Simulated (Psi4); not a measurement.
# N2O (SMILES N#[N+][O-]): a first try and a second

Aim: the vertical excitations of N2O at TDA-FT97/6-311G(2df,2pd) (density fitting, save jk yes).

Program for the calculation: Psi4 1.11.

3 further runs of the same task are left out: 2 that didn't finish, 1 set aside as unsound or not needed.

### Step 1. The molecule

N2O has 3 atoms, charge 0, and is taken as a singlet. As SMILES, `N#[N+][O-]`. Geometry: relaxed at PBE0-D4/def2-TZVP.

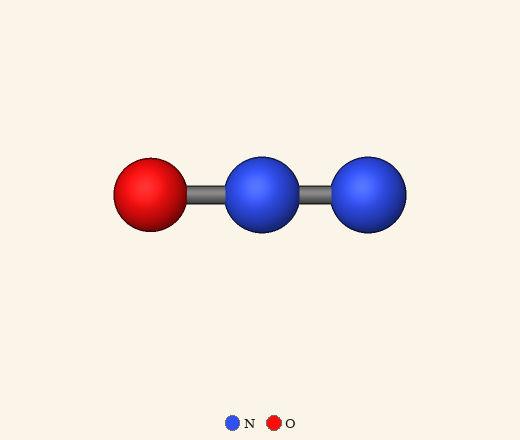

Viewed from a chosen angle; nitrogen blue, oxygen red.

### Step 2. Try one

The input, calc.py:

```python
import psi4

psi4.set_memory('1600 MB')
psi4.set_num_threads(1)
psi4.set_output_file('n2o.out', False)

geom = psi4.geometry("""
0 1
N     -0.511700     1.001300    -0.167900
N     -0.008400     0.016500    -0.002800
O      0.520100    -1.017800     0.170700
no_reorient
no_com
""")

options = {'basis': '6-311G(2df,2pd)', 'scf_type': 'df', 'save_jk': True, 'maxiter': 3, 'fail_on_maxiter': False}
psi4.set_options(options)

from psi4.driver.procrouting.response.scf_response import tdscf_excitations
E, wfn = psi4.energy("ft97", molecule=geom, return_wfn=True)
states = tdscf_excitations(wfn, states=10, tda=True)
for k, s in enumerate(states, 1):
    print(f"root {k}: {s['EXCITATION ENERGY'] * 27.211386:.4f} eV  f = {s['OSCILLATOR STRENGTH (LEN)']:.4f}  {s['SYMMETRY']}")
print('E =', round(E, 9))
```

Command:

```bash
$ python calc.py
```

n2o.out:

```text
Psi4 1.11 release

   => Loading Basis Set <=

    Name: 6-311G(2DF,2PD)
    Role: ORBITAL
    Keyword: BASIS

         ---------------------------------------------------------
                                   SCF
                              RKS Reference
                        1 Threads,   1525 MiB Core
         ---------------------------------------------------------

  ==> Geometry <==

    Molecular point group: c1
    Full point group: C1

    Geometry (in Angstrom), charge = 0, multiplicity = 1:

[... 84 lines left out ...]
    Weights Tolerance      =       1.00E-15
[... 59 lines left out ...]
   @DF-RKS iter   3:  -184.49790316540282   -2.19814e-01   6.72430e-03 DIIS/ADIIS
[... 1 line left out ...]
PsiException: Could not converge SCF iterations in 3 iterations.
[... 1 line left out ...]
  Energy and/or wave function did not converge, but proceeding anyway.
[... 35 lines left out ...]
    Nuclear Repulsion Energy =             61.3478617299664819
[... 4 lines left out ...]
    VV10 Nonlocal Energy =                  0.0000000000000000
[... 25 lines left out ...]
**********                               WARNING                                **********
[... 60 lines left out ...]
Excited State    2 (1 A):   0.28873 au   157.81 nm f = 0.0000
[... 24 lines left out ...]
Excited State    7 (1 A):   0.42781 au   106.50 nm f = 0.0431
[... 4 lines left out ...]
Excited State    8 (1 A):   0.47305 au   96.32 nm f = 0.0000
  Sums of squares: Xssq =  1.000000e+00
      7a  ->  12a    -0.707107 (50.000%)
      8a  ->  13a     0.707107 (50.000%)

Excited State    9 (1 A):   0.48395 au   94.15 nm f = 0.0000
  Sums of squares: Xssq =  1.000000e+00
      7a  ->  13a    -0.706881 (49.968%)
      8a  ->  12a     0.706910 (49.972%)

Excited State   10 (1 A):   0.48396 au   94.15 nm f = 0.0000
  Sums of squares: Xssq =  1.000000e+00
      7a  ->  12a    -0.706896 (49.970%)
      8a  ->  13a    -0.706896 (49.970%)

******************************************************************************************
**********                               WARNING                                **********
**********       The names of excited state variables changed between 1.5       **********
**********     and 1.6. For a quick solution, remove the symmetry specifier     **********
**********   from the variable name. For full details, see 'Notes on Psivars'   **********
**********                        in the documentation.                         **********
******************************************************************************************
```

On the terminal:

```text
root 1: 7.5003 eV  f = 0.0000  A
root 2: 7.8567 eV  f = 0.0000  A
root 3: 7.8567 eV  f = 0.0000  A
root 4: 11.3306 eV  f = 0.0083  A
root 5: 11.3306 eV  f = 0.0083  A
root 6: 11.6414 eV  f = 0.0431  A
root 7: 11.6414 eV  f = 0.0431  A
root 8: 12.8724 eV  f = 0.0000  A
root 9: 13.1691 eV  f = 0.0000  A
root 10: 13.1693 eV  f = 0.0000  A
E = -184.497903165
```

Run time: 6.9 s. Hardware: 1 thread of Intel Xeon 6975P-C (Granite Rapids), shared host; peak memory 0.37 GiB.

### Step 3. Reading the log

The SCF stopped at its cap without converging, and the program went on all the same: the numbers that follow in the log rest on unconverged orbitals.

The telling line is `Energy and/or wave function did not converge, but proceeding anyway.`. What is wrong: the iteration cap is too low for convergence. The sound input differs in these keys, not all of which need be the cause: iteration cap at its default in place of 3; fail on maxiter at its default in place of no.

### Step 4. Second attempt

The input, run.py:

```python
import psi4

psi4.set_memory('1600 MB')
psi4.set_num_threads(1)
psi4.set_output_file('psi4.out', False)

mol = psi4.geometry("""
N     -0.511700     1.001300    -0.167900
N     -0.008400     0.016500    -0.002800
O      0.520100    -1.017800     0.170700
units angstrom
no_reorient
no_com
""")

psi4.set_options(dict(basis='6-311G(2df,2pd)', scf_type='df', save_jk=True))

from psi4.driver.procrouting.response.scf_response import tdscf_excitations
e, wfn = psi4.energy('ft97', return_wfn=True)
states = tdscf_excitations(wfn, states=10, tda=True)
for k, s in enumerate(states, 1):
    print(f"root {k}: {s['EXCITATION ENERGY'] * 27.211386:.4f} eV  f = {s['OSCILLATOR STRENGTH (LEN)']:.4f}  {s['SYMMETRY']}")
print(f'total energy {e:.8f} hartree = {e * 27.211386:.5f} eV')
```

Command:

```bash
$ python run.py
```

psi4.out (excerpt; [...] marks lines left out):

```text
[...]
  Running in c1 symmetry.
[...]
  Nuclear repulsion =   61.347861729966482
[...]
  Multiplicity = 1
[...]
  Nalpha       = 11
  Nbeta        = 11
[...]
    Number of basis functions: 90
[...]
   @DF-RKS iter   1:  -184.54390657964069   -5.21546e-02   6.12651e-03 ADIIS/DIIS
[...]
   @DF-RKS iter   9:  -184.64957328867834   -2.89498e-09   1.42762e-07 DIIS
[...]
  @DF-RKS Final Energy:  -184.64957328867834
   => Energetics <=
    Nuclear Repulsion Energy =             61.3478617299664819
    One-Electron Energy =                -372.3586837992977507
    Two-Electron Energy =                 148.6297685539777547
    DFT Exchange-Correlation Energy =     -22.2685197733248401
    Empirical Dispersion Energy =           0.0000000000000000
    VV10 Nonlocal Energy =                  0.0000000000000000
    Total Energy =                       -184.6495732886783401
[...]
 Multipole Moments:
 ------------------------------------------------------------------------------------
     Multipole            Electronic (a.u.)      Nuclear  (a.u.)        Total (a.u.)
 ------------------------------------------------------------------------------------
 L = 1.  Multiply by 2.5417464519 to convert [e a0] to [Debye]
 Dipole X            :         -0.9447556            0.9828466            0.0380910
 Dipole Y            :          1.8488688           -1.9233633           -0.0744944
 Dipole Z            :         -0.3101073            0.3225762            0.0124689
 Magnitude           :                                                    0.0845920
[...]
**********                               WARNING                                **********
**********       The names of excited state variables changed between 1.5       **********
[...]
**********                               WARNING                                **********
**********  Length-gauge rotatory strengths are **NOT** gauge-origin invariant  **********
[...]
                                    Excitation Energy         Total Energy        Oscillator Strength             Rotatory Strength
[...]
Excited State    1 (1 A):   0.26177 au   174.06 nm f = 0.0000
[...]
Excited State    7 (1 A):   0.42441 au   107.36 nm f = 0.0396
[...]
Excited State    8 (1 A):   0.47247 au   96.44 nm f = 0.0000
[...]
Excited State    9 (1 A):   0.48444 au   94.05 nm f = 0.0000
[...]
Excited State   10 (1 A):   0.48444 au   94.05 nm f = 0.0000
[...]
```

The script printed:

```text
root 1: 7.1231 eV  f = 0.0000  A
root 2: 7.4848 eV  f = 0.0000  A
root 3: 7.4849 eV  f = 0.0000  A
root 4: 11.1328 eV  f = 0.0047  A
root 5: 11.1328 eV  f = 0.0047  A
root 6: 11.5486 eV  f = 0.0396  A
root 7: 11.5486 eV  f = 0.0396  A
root 8: 12.8566 eV  f = 0.0000  A
root 9: 13.1822 eV  f = 0.0000  A
root 10: 13.1824 eV  f = 0.0000  A
total energy -184.64957329 hartree = -5024.57081 eV
```

Run time: 8.4 s. Hardware: 1 thread of Intel Xeon 6975P-C (Granite Rapids), shared host; peak memory 0.37 GiB.

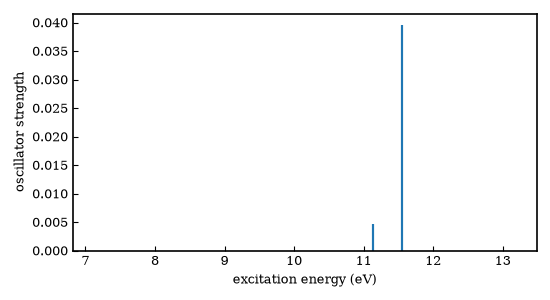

Vertical excitations as sticks.

The roots found:

| excited state | energy (eV) | strength | label |
| --- | --- | --- | --- |
| 1 | 7.123 | 0.0000 | A 1 |
| 2 | 7.485 | 0.0000 | A 1 |
| 3 | 7.485 | 0.0000 | A 1 |
| 4 | 11.133 | 0.0047 | A 1 |
| 5 | 11.133 | 0.0047 | A 1 |
| 6 | 11.549 | 0.0396 | A 1 |
| 7 | 11.549 | 0.0396 | A 1 |
| 8 | 12.857 | 0.0000 | A 1 |
| 9 | 13.182 | 0.0000 | A 1 |
| 10 | 13.182 | 0.0000 | A 1 |

### Step 5. Outcome

Level: TDA-FT97/6-311G(2df,2pd) (density fitting, save jk yes).

```
                               quantity          value
      ground-state or mean-field energy  -184.64957 Eh
 dipole moment (FT97 Kohn–Sham density)         0.22 D
  HOMO energy (FT97 Kohn–Sham orbitals)       -8.03 eV
  LUMO energy (FT97 Kohn–Sham orbitals)       -0.91 eV
HOMO–LUMO gap (FT97 Kohn–Sham orbitals)        7.12 eV
               lowest excitation energy        7.12 eV
```

**Reading.** The brightest of the 10 transitions from the ground state lies at 11.55 eV (107 nm, f = 0.079, degenerate roots summed); the lowest, at 7.12 eV, has f = 0.000. The basis has no diffuse functions, so Rydberg states are missing or pushed up, and the true lowest state may lie lower. Roots above 8.0 eV lie over the negative of the HOMO energy, where those of Rydberg kind are poorly described; valence roots are less touched.
